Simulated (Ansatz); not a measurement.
# InP (F-43m): zone-centre modes under pressure, part 2 of 3

Wanted: Grüneisen parameters and pressure coefficients of the modes of InP (F-43m).

Ansatz 0.2.0; DFT PBE, scalar-relativistic, plane waves, PAW; PAW set soft_1.

So far. Step 3 (Relaxation): Little changed from the start: no atom moved by 0.005 Å and no cell edge by 0.1 %.

The database entry behind the starting cell differs from later determinations by our own check (0.1 to 0.3 % short, probably kX units), so it need not match the best structure at ambient conditions.

In doubt: the program warns that the response may not be converged on this k-mesh (step 5), which bears on the force constants and all frequencies.

### Step 4. Tight relaxation

A first tight relaxation and response on 12×12×12 k points, not shown, drew a warning on the mesh, so the tight relaxation is repeated on 20×20×20 points.

The input, input.yaml:

```yaml
crystal:
  lattice:
    - [0.0, 2.9798598475, 2.9798598475]
    - [2.9798598475, 0.0, 2.9798598475]
    - [2.9798598475, 2.9798598475, 0.0]
  atoms:
    - { symbol: P, position: [0.75, 0.75, 0.75] }
    - { symbol: In, position: [0.0, 0.0, 0.0] }
kpoints:
  mp_grid: { grid: [20, 20, 20] }
hamiltonian:
  xc: pbe
  pseudopotentials: { kind: paw, azcp: { folder: soft_1 } }
scf:
  occupations: { method: fixed }
output:
  forces: true
  stress: true
  eigenvalues: true
  write_density: true
  write_potential: true
  elf: true
  volumetric_format: npy
relax:
  adjacent_minimum: "off"
  f_tol: 0.001
  max_steps: 60
  cell: { stress_tol: 0.01 }
```

The run is started by

```bash
$ ansatz run input.yaml --threads 4 --pin off --max-ram 10240MiB --backend cpu --events-out ev --progress --plain --runs-dir out
```

Numbers of over 12 decimals in the logs are rounded to 6 here.

Output:

```text
[...]
Crystal: 2 atoms, lattice volume = 52.920 Å³
Basis set: ecut = 420 eV, 1037 PW (Γ), exchange–correlation on 60×60×60 points (8 copies of the dense FFT grid, shifted against one another)
Bands: 13, of which v1, the nominal top of the filled ones, is band 9 counted from 1 (8 counted from 0)
Symmetry: 24 space group operations
[...]
k-points: 256 of 8000 (time reversal used)
[...]
k-point 255: bands = [... 5 lower, -2.5529, 1.0107, 3.6611, 3.7166, 10.5832, 10.6938, 11.8510, 12.6142]
--- Relaxed structure (1 steps of the walk, 1 accepted, 1 SCFs on fresh bases) ---
[...]
cell:  # Å, volume = 52.9197 Å³
    - [0.0, 2.9798598475, 2.9798598475]
    - [2.9798598475, 0.0, 2.9798598475]
    - [2.9798598475, 2.9798598475, 0.0]
  atoms:
    - { symbol: P, position: [0.75, 0.75, 0.75] }
    - { symbol: In, position: [0.0, 0.0, 0.0] }
[key lines of the parts left out:]
SCF converged after 5 iterations
Free energy (F): -6354.076963 eV
Fermi energy:    6.408156 eV
P = ⅓ Tr σ = 0.0068 GPa (0.068 kbar)
```

The job ended after 6.4 s (4 threads of AMD EPYC 9B14 (Zen 4), shared host; peak memory 0.6 GiB; 24 s of CPU time).

Little changed from the start: no atom moved by 0.005 Å and no cell edge by 0.1 %.

This step gave:

```yaml
pressure: 0.006788 GPa
gap_on_the_k_mesh: 0.4409 eV
volume_per_atom: 26.46 Å³
```

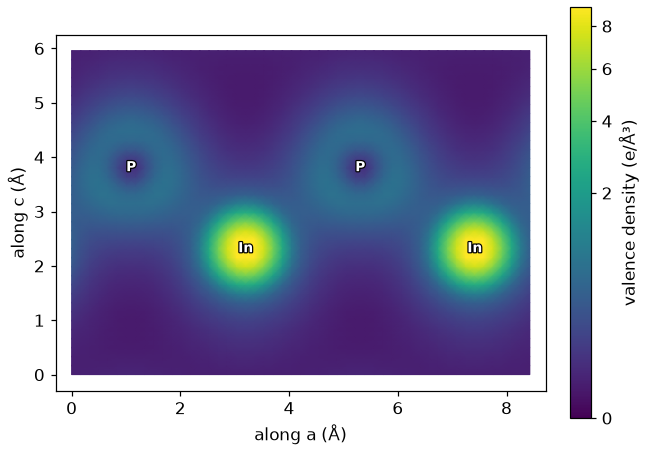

Valence density in the ac plane of a cell with a along [110], b along [-110] and c along [001] of the cube at fractional y = 0.000, with atoms of P and In within 0.2 Å of it. It is the smooth field of the valence electrons, not physical close to the nuclei. The map starts off the cell's origin, so that atoms lie inside it. The colour scale is stretched toward low values.

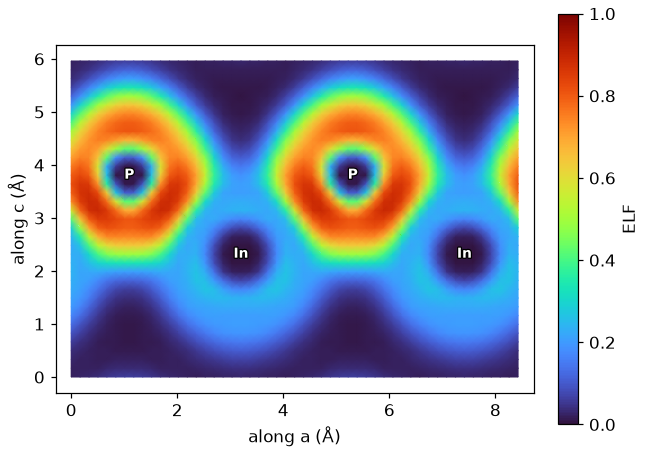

ELF in the ac plane of a cell with a along [110], b along [-110] and c along [001] of the cube at fractional y = 0.000, with atoms of P and In within 0.2 Å of it. It is the smooth field of the valence electrons, not physical close to the nuclei. The map starts off the cell's origin, so that atoms lie inside it.

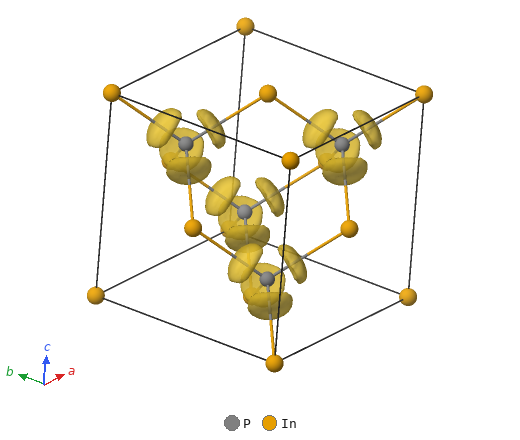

Surface of ELF = 0.82. Bonds to atoms that aren't drawn are left out.

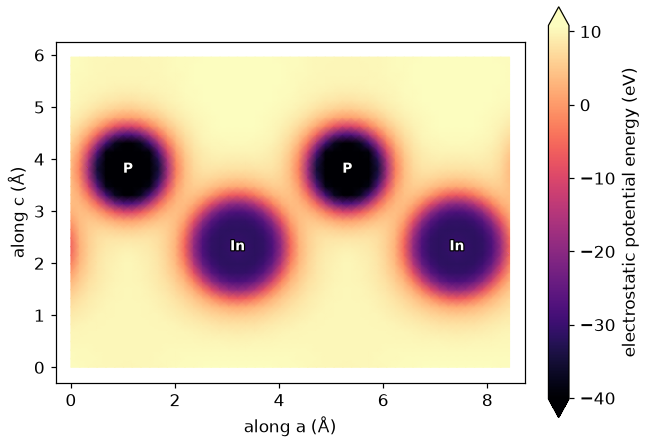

Electrostatic potential energy in the ac plane of a cell with a along [110], b along [-110] and c along [001] of the cube at fractional y = 0.000, with atoms of P and In within 0.2 Å of it. With pseudopotentials it is smooth inside the atoms' cores, unlike the true potential. The map starts off the cell's origin, so that atoms lie inside it.

The forces vanish by symmetry and the pressure is 0.007 GPa, within the tolerances set. The cell now holds 26.46 Å³/atom.

### Step 5. Modes at rest

The modes at rest are the reference of the series, and the response to a field gives the dielectric tensor and the Born charges.

input.yaml, the sections that differ from step 4:

```yaml
output:
  eigenvalues: true
phonons:
  method: dfpt
  dielectric: true
  rigid_motions: translations
# crystal, kpoints, hamiltonian, scf: as in step 4
# relax: removed
```

Output:

```text
[...]
Crystal: 2 atoms, lattice volume = 52.920 Å³
Basis set: ecut = 420 eV, 1037 PW (Γ), exchange–correlation on 60×60×60 points (8 copies of the dense FFT grid, shifted against one another)
Bands: 13, of which v1, the nominal top of the filled ones, is band 9 counted from 1 (8 counted from 0)
Symmetry: 24 space group operations
k-points: 1166 of 8000 (irreducible under 4 space group operations, time reversal used)
[...]
SCF iter   1: F=—  HF=-6354.283950 eV  |F-HF|=—  |Δ(HF+E_count)|=         —  Δρ=3.29e-2  dr2=8.34e-1  ethr=3.10e-3  ⟨swp⟩=5.0  Hψ=81772  notcnv=0  defer=2212
[...]
SCF iter   8: F=-6354.076963 eV  HF=-6354.076963 eV  |F-HF|=3.09e-11  |Δ(HF+E_count)|=   1.92e-9  Δρ=3.56e-7  dr2=5.92e-11  ethr=1.00e-12  ⟨swp⟩=9.4  Hψ=123083  notcnv=0
SCF 1 converged in 8 iterations: F = -6354.076963 eV  dr2 = 5.92e-11
[...]
NSCF: frozen V_eff on 1 k-points
DFPT response loops at Γ: preconditioner auto → none (the input reference at scf.mixing.eps_inf says where Resta's filter doesn't serve); β = 0.50; Broyden in place of MSR1
── the response to a field inside a basis, on 22×22×22 k-points: an SCF that follows is theirs, and a resumed run solves both again ──
Bands: 10, of which v1, the nominal top of the filled ones, is band 9 counted from 1 (8 counted from 0)
k-points: 1012
[...]
Eigensolver: Dense (1012 Hₖ)
SCF iter   1: F=—  HF=-6354.074788 eV  |F-HF|=—  |Δ(HF+E_count)|=         —  Δρ=1.17e-4  dr2=1.18e-6  ethr=1.00e-1
[...]
SCF iter   3: F=-6354.074790 eV  HF=-6354.074790 eV  |F-HF|=2.07e-8  |Δ(HF+E_count)|=   6.34e-7  Δρ=1.14e-5  dr2=4.10e-8  ethr=1.94e-9
SCF 1 converged in 3 iterations: F = -6354.074790 eV  dr2 = 4.10e-8
[...]
WARN: field response: ε∞ stands inside a basis, on 22×22×22 points; the force constants stand on the 20×20×20 k-mesh, whose period is 10.49 times the interband length at k = (0.0000, 0.0000, 0.0000), direct gap 0.441 eV, under 14: take them and everything formed from them as unconverged, and compare with a denser kpoints.mp_grid
SCF converged after 8 iterations
Free energy (F): -6354.076963 eV
[...]
Internal energy: -6354.076963 eV  (E = F + TS)
E sigma→0 (E₀):  -6354.076963 eV
Fermi energy:    6.408151 eV
[...]
--- Band table (eV; the first three rows and the last of 1166) ---
  k-point 0: bands = [... 5 lower, -4.7771, 6.4082, 6.4082, 6.4082, 6.8490, 10.4955, 10.4955, 10.4955]
  k-point 1: bands = [... 5 lower, -4.7504, 5.9197, 6.3781, 6.3781, 7.2581, 10.4944, 10.5422, 10.5422]
  k-point 2: bands = [... 5 lower, -4.6712, 5.2211, 6.2946, 6.2946, 7.7038, 10.5389, 10.6703, 10.6703]
  k-point 1165: bands = [... 5 lower, -2.5529, 1.0107, 3.6611, 3.7166, 10.5832, 10.6937, 11.8510, 12.6141]
--- Phonons (Γ-DFPT): 2 representative perturbations + reference, on 1166 of 8000 k-points (Σ response iterations 6) ---
  k mesh reduced under 4 symmetry operations, with k and −k counted as one. Each operation leaves every solved perturbation unchanged. A smaller set is not considered because the run solves the response to a homogeneous field
  ASR residual: 9.714e-5 → 0.000e0 eV/Å²; symmetrization residual: 1.411e-6 eV/Å²
  ASR residual per site (eV/Å²): 9.71e-5 4.95e-5
  Γ frequencies (cm⁻¹): 0.00 0.00 0.00 284.13 284.13 284.13
  ε∞ (high-frequency dielectric tensor):
       11.879262     0.000000    -0.000000
        0.000000    11.879262     0.000000
       -0.000000     0.000000    11.879262
  ε⁰ (static dielectric tensor: ions relaxed, cell fixed):
       15.081916     0.000000    -0.000000
        0.000000    15.081916     0.000000
       -0.000000     0.000000    15.081916
  ε⁰ − ε∞ (ionic part):
        3.202654     0.000000    -0.000000
        0.000000     3.202654     0.000000
       -0.000000     0.000000     3.202654
  softest optical mode at Γ: 284.13 cm⁻¹; the repairs (sum rule, projections) moved no ω² at Γ by more than (0.96 cm⁻¹)²
  Born effective charges Z* (e; rows j = field, columns β = displacement):
    site 0:
        -2.60435   -0.00000    0.00000
        -0.00000   -2.60435   -0.00000
         0.00000   -0.00000   -2.60435
    site 1:
         2.60435    0.00000   -0.00000
         0.00000    2.60435    0.00000
        -0.00000    0.00000    2.60435
  Z* charge neutrality: 2.144e-4 e pre-enforcement
  solved inside a basis spanned on kpoints, on 22×22×22 k-points transformed towards the longest dipole: ε∞ is read to err by 3.6e-2, Z* by 1.4e-2 e (field_mesh: kpoints solves on kpoints); Z* is corrected for what the basis lacks
  optical modes at Γ without the LO–TO term, one row a degenerate level:
      ω (cm⁻¹)  modes    IR ((D/Å)²/amu)
        284.13      3            19.2447
  optical modes at Γ + LO–TO along q̂ = [1.0000, 0.0000, 0.0000]:
      ω (cm⁻¹)  modes    IR ((D/Å)²/amu)
        284.13      2            12.8298
        320.14      1             6.4149
  optical modes at Γ + LO–TO along q̂ = [0.0000, 1.0000, 0.0000]:
      ω (cm⁻¹)  modes    IR ((D/Å)²/amu)
        284.13      2            12.8298
        320.14      1             6.4149
  optical modes at Γ + LO–TO along q̂ = [0.0000, 0.0000, 1.0000]:
      ω (cm⁻¹)  modes    IR ((D/Å)²/amu)
        284.13      2            12.8298
        320.14      1             6.4149
```

It took 1.7 min on 4 threads; peak memory 3.1 GiB; 6.5 min of CPU time.

This step gave:

```
sum-rule residual before enforcement                    : 9.71e-5 eV/Å²
miss of the charge sum rule                             : 2.14e-4 e
estimated error of the dielectric tensor                : 0.03636
estimated error of the Born charges                     : 0.01377 e
point group                                             : -43m
highest optical mode at the zone centre (no LO-TO term) : 284.1 cm⁻¹
lowest optical zone-centre mode                         : 284.1 cm⁻¹
mean high-frequency dielectric constant                 : 11.88
largest Born charge (third of the trace)                : -2.604 e
mean static dielectric constant                         : 15.08
top of the zone-centre spectrum with the field          : 320.1 cm⁻¹
```

Without the LO-TO term. Patterns of degenerate modes are one choice out of their space. The modes at Γ (shares of kinetic energy by element, %):

| mode | frequency (cm⁻¹) | symmetry | P % | In % |
| --- | --- | --- | --- | --- |
| 1 | 0.0 | acoustic | 21 | 79 |
| 2 | 0.0 | acoustic | 21 | 79 |
| 3 | 0.0 | acoustic | 21 | 79 |
| 4 | 284.1 | T2 | 79 | 21 |
| 5 | 284.1 | T2 | 79 | 21 |
| 6 | 284.1 | T2 | 79 | 21 |

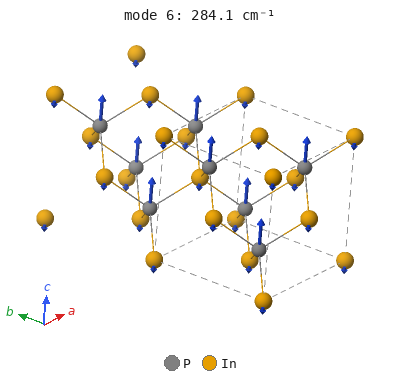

Displacement patterns of mode 6 at Γ; arrows are exaggerated. Bonds to atoms that aren't drawn are left out. 1×2×1 conventional cells are drawn. Some periodic images of atoms are drawn too.

Optical modes at the zone centre, without and with the macroscopic field of the longitudinal modes; each column is sorted by frequency, so a row need not hold one and the same mode. Modes with and without the field, by row:

| rank among optical modes | no field (cm⁻¹) | q along (1, 0, 0) (cm⁻¹) |
| --- | --- | --- |
| 1 | 284.1 | 284.1 |
| 2 | 284.1 | 284.1 |
| 3 | 284.1 | 320.1 |

Born charge (rows field, columns displacement) (e), principal values of the symmetric part by kind of site:

| atom | atoms with these values | low | middle | high | mean |
| --- | --- | --- | --- | --- | --- |
| P1 | 1 | -2.60 | -2.60 | -2.60 | -2.60 |
| In2 | 1 | 2.60 | 2.60 | 2.60 | 2.60 |

In full for P1:

```
-2.60  0.00  0.00
 0.00 -2.60  0.00
 0.00  0.00 -2.60
```

High-frequency dielectric tensor:

```
11.88  0.00  0.00
 0.00 11.88  0.00
 0.00  0.00 11.88
```

Static dielectric tensor (ions relaxed, fixed cell):

```
15.08  0.00  0.00
 0.00 15.08  0.00
 0.00  0.00 15.08
```

Transverse modes. Infrared lines, with heights relative to the strongest:

| position (cm⁻¹) | label | relative intensity |
| --- | --- | --- |
| 284 | T2 | 100 |

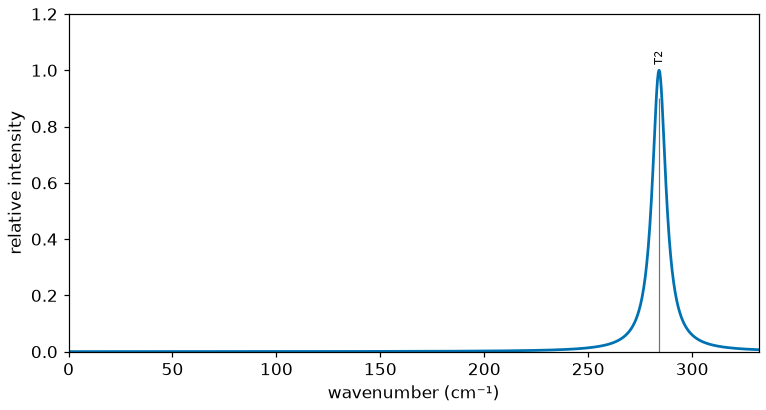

The infrared spectrum, broadened with Lorentzians of width 8 cm⁻¹; bars mark the lines.

Before it was imposed, the acoustic sum rule was missed by 9.7e-5 eV/Å² and the charge sum rule by 2.1e-4 e. Small misses are needed for a sound result but don't prove that mesh and cutoff are converged. The lowest optical mode is real, 284 cm⁻¹.

The log warns of the k mesh: “the force constants stand on the 20×20×20 k-mesh, whose period is 10.49 times the interband length at k = (0.0000, 0.0000, 0.0000), direct gap 0.441 eV, under 14: take them and everything formed from them as unconverged”. So the frequencies of this run count as unconverged too.

### Step 6. Ground state of a member: 1.06 times the volume at rest

The cell is set to 1.06 times the volume at rest; symmetry leaves nothing else free, so this is a single point.

input.yaml, the sections that differ from step 5:

```yaml
crystal:
  lattice:
    - [0.0, 3.0383033095, 3.0383033095]
    - [3.0383033095, 0.0, 3.0383033095]
    - [3.0383033095, 3.0383033095, 0.0]
  atoms:
    - { symbol: P, position: [0.75, 0.75, 0.75] }
    - { symbol: In, position: [0.0, 0.0, 0.0] }
scf:
  occupations: { method: gaussian, width: 0.02 }
output:
  forces: true
  stress: true
  eigenvalues: true
# kpoints, hamiltonian: as in step 5
# phonons: removed
```

Output:

```text
[...]
Crystal: 2 atoms, lattice volume = 56.095 Å³
Basis set: ecut = 420 eV, 1067 PW (Γ), exchange–correlation on 60×60×60 points (8 copies of the dense FFT grid, shifted against one another)
Bands: 13, of which v1, the nominal top of the filled ones, is band 9 counted from 1 (8 counted from 0)
Symmetry: 24 space group operations
[...]
k-points: 256 of 8000 (time reversal used)
[...]
SCF iter   1: F=—  HF=-6354.232032 eV  |F-HF|=—  |Δ(HF+E_count)|=         —  Δρ=3.08e-2  dr2=7.89e-1  ethr=3.10e-3  ⟨swp⟩=6.7  Hψ=23250  notcnv=0
[...]
SCF iter   7: F=-6354.045487 eV  HF=-6354.045487 eV  |F-HF|=3.38e-9  |Δ(HF+E_count)|=   2.53e-8  Δρ=2.69e-6  dr2=3.61e-9  ethr=5.56e-10  ⟨swp⟩=7.6  Hψ=17837  notcnv=0
SCF 1 converged in 7 iterations: F = -6354.045487 eV  dr2 = 3.61e-9
[...]
SCF converged after 7 iterations
Free energy (F): -6354.045487 eV
[...]
Internal energy: -6354.045487 eV  (E = F + TS)
E sigma→0 (E₀):  -6354.045487 eV
Fermi energy:    5.794051 eV
[...]
--- Stress (GPa, compression-positive) ---
       -3.009110       0.000000      -0.000000
        0.000000      -3.009110       0.000000
       -0.000000       0.000000      -3.009110
  P = ⅓ Tr σ = -3.0091 GPa (-30.091 kbar)
--- Band table (eV; the first three rows and the last of 256) ---
  k-point 0: bands = [... 5 lower, -5.1001, 5.7303, 5.7303, 5.7303, 5.8544, 9.8025, 9.8025, 9.8025]
  k-point 1: bands = [... 5 lower, -5.0758, 5.1587, 5.7032, 5.7032, 6.3558, 9.7964, 9.8457, 9.8457]
  k-point 2: bands = [... 5 lower, -5.0039, 4.4905, 5.6276, 5.6276, 6.8013, 9.8227, 9.9644, 9.9644]
  k-point 255: bands = [... 5 lower, -3.1248, 0.5452, 3.2041, 3.2724, 9.6612, 10.0019, 11.0143, 11.9287]
```

Run time: 2.6 s. Hardware: 4 threads; peak memory 0.56 GiB; 9.4 s of CPU time.

Numbers from this step:

```
pressure          : -3.009 GPa
volume per atom   : 28.05 Å³
gap on the k-mesh : 0.1241 eV
```

The forces vanish by symmetry, at a pressure of -3.01 GPa.

### Step 7. Zone-centre modes of the member: 1.06 times the volume at rest

The zone-centre modes follow for 1.06 times the volume at rest.

Changes to input.yaml since step 6:

```diff
@@ -16,4 +16,4 @@
 output:
-  forces: true
-  stress: true
   eigenvalues: true
+phonons:
+  method: dfpt
```

Output:

```text
zone centre: on kpoints.mp_grid the ground state, and the responses unless they are solved on pairs of k-points, stand on 641 of the mesh's 8000 k-points, reduced under 8 symmetry operations, with k and −k counted as one. Each operation leaves every solved displacement unchanged or reverses it
[...]
Crystal: 2 atoms, lattice volume = 56.095 Å³
Basis set: ecut = 420 eV, 1067 PW (Γ), exchange–correlation on 60×60×60 points (8 copies of the dense FFT grid, shifted against one another)
Bands: 13, of which v1, the nominal top of the filled ones, is band 9 counted from 1 (8 counted from 0)
Symmetry: 24 space group operations
k-points: 641 of 8000 (irreducible under 8 space group operations, time reversal used)
[...]
SCF iter   1: F=—  HF=-6354.232076 eV  |F-HF|=—  |Δ(HF+E_count)|=         —  Δρ=3.08e-2  dr2=7.89e-1  ethr=3.10e-3  ⟨swp⟩=6.7  Hψ=58388  notcnv=0
[...]
SCF iter   9: F=-6354.045487 eV  HF=-6354.045487 eV  |F-HF|=3.64e-12  |Δ(HF+E_count)|=  6.00e-11  Δρ=7.08e-8  dr2=3.80e-12  ethr=1.00e-12  ⟨swp⟩=8.0  Hψ=48391  notcnv=0
SCF 1 converged in 9 iterations: F = -6354.045487 eV  dr2 = 3.80e-12
[...]
SCF converged after 9 iterations
Free energy (F): -6354.045487 eV
[...]
Internal energy: -6354.045487 eV  (E = F + TS)
E sigma→0 (E₀):  -6354.045487 eV
Fermi energy:    5.794082 eV
[...]
--- Band table (eV; the first three rows and the last of 641) ---
  k-point 0: bands = [... 5 lower, -5.1000, 5.7303, 5.7303, 5.7303, 5.8544, 9.8025, 9.8025, 9.8025]
  k-point 1: bands = [... 5 lower, -5.0758, 5.1587, 5.7032, 5.7032, 6.3559, 9.7964, 9.8457, 9.8457]
  k-point 2: bands = [... 5 lower, -5.0039, 4.4906, 5.6277, 5.6277, 6.8013, 9.8227, 9.9644, 9.9644]
  k-point 640: bands = [... 5 lower, -3.1248, 0.5452, 3.2042, 3.2724, 9.6613, 10.0019, 11.0143, 11.9288]
[...]
ASR residual: 5.895e-5 → 0.000e0 eV/Å²; symmetrization residual: 1.801e-7 eV/Å²
  ASR residual per site (eV/Å²): 5.89e-5 1.21e-5
  Γ frequencies (cm⁻¹): 0.00 0.00 0.00 262.73 262.73 262.73
  non-analytic LO–TO correction: not included (Born effective charges unavailable; polar crystals: no LO–TO splitting at Γ)
```

It took 23 s on 4 threads; peak memory 1.6 GiB; 83 s of CPU time.

This step gave:

```
sum-rule residual before enforcement                    : 5.89e-5 eV/Å²
highest optical mode at the zone centre (no LO-TO term) : 262.7 cm⁻¹
lowest optical zone-centre mode                         : 262.7 cm⁻¹
```

Without the LO-TO term. Patterns of degenerate modes are one choice out of their space. The modes at Γ (shares of kinetic energy by element, %):

| mode | frequency (cm⁻¹) | symmetry | P % | In % |
| --- | --- | --- | --- | --- |
| 1 | 0.0 | acoustic | 21 | 79 |
| 2 | 0.0 | acoustic | 21 | 79 |
| 3 | 0.0 | acoustic | 21 | 79 |
| 4 | 262.7 | T2 | 79 | 21 |
| 5 | 262.7 | T2 | 79 | 21 |
| 6 | 262.7 | T2 | 79 | 21 |

The optical mode without the LO-TO term lies at 262.7 cm⁻¹.

### Step 8. Ground state of a member: 0.9 times the volume at rest

The cell is set to 0.9 times the volume at rest; symmetry leaves nothing else free, so this is a single point.

input.yaml, the sections that differ from step 7:

```yaml
crystal:
  lattice:
    - [0.0, 2.8770230504, 2.8770230504]
    - [2.8770230504, 0.0, 2.8770230504]
    - [2.8770230504, 2.8770230504, 0.0]
  atoms:
    - { symbol: P, position: [0.75, 0.75, 0.75] }
    - { symbol: In, position: [0.0, 0.0, 0.0] }
output:
  forces: true
  stress: true
  eigenvalues: true
# kpoints, hamiltonian, scf: as in step 7
# phonons: removed
```

Output:

```text
[...]
Crystal: 2 atoms, lattice volume = 47.628 Å³
Basis set: ecut = 420 eV, 941 PW (Γ), exchange–correlation on 60×60×60 points (8 copies of the dense FFT grid, shifted against one another)
Bands: 13, of which v1, the nominal top of the filled ones, is band 9 counted from 1 (8 counted from 0)
Symmetry: 24 space group operations
[...]
k-points: 256 of 8000 (time reversal used)
[...]
--- Band table (eV; the first three rows and the last of 256) ---
  k-point 0: bands = [... 5 lower, -4.1549, 7.7561, 7.7561, 7.7561, 8.7694, 11.8374, 11.8374, 11.8374]
  k-point 1: bands = [... 5 lower, -4.1232, 7.3494, 7.7197, 7.7197, 9.0768, 11.8485, 11.8913, 11.8913]
  k-point 2: bands = [... 5 lower, -4.0290, 6.6168, 7.6194, 7.6194, 9.4902, 11.9365, 12.0382, 12.0382]
  k-point 255: bands = [... 5 lower, -1.4212, 1.9235, 4.5653, 4.5872, 12.0450, 12.3555, 13.4554, 13.9520]
[key lines of the parts left out:]
SCF converged after 7 iterations
Free energy (F): -6353.956888 eV
Fermi energy:    8.262928 eV
P = ⅓ Tr σ = 8.0182 GPa (80.182 kbar)
```

Elapsed: 2.2 s, on 4 threads; peak memory 0.55 GiB.

Numbers from this step:

```yaml
pressure: 8.018 GPa
gap_on_the_k_mesh: 1.013 eV
volume_per_atom: 23.81 Å³
```

The forces vanish by symmetry, at a pressure of 8.02 GPa.

[end of part 2 of 3]

[Logs are printed without paths, hosts, clocks, repeated set-up lines and the standing remarks that a program may print on its own settings, such as how far it seeks lower states.]

[Hosts, paths, dates, database ids (printed as entryN), source tags and the programs' standing remarks are cut or masked in the printed files.]
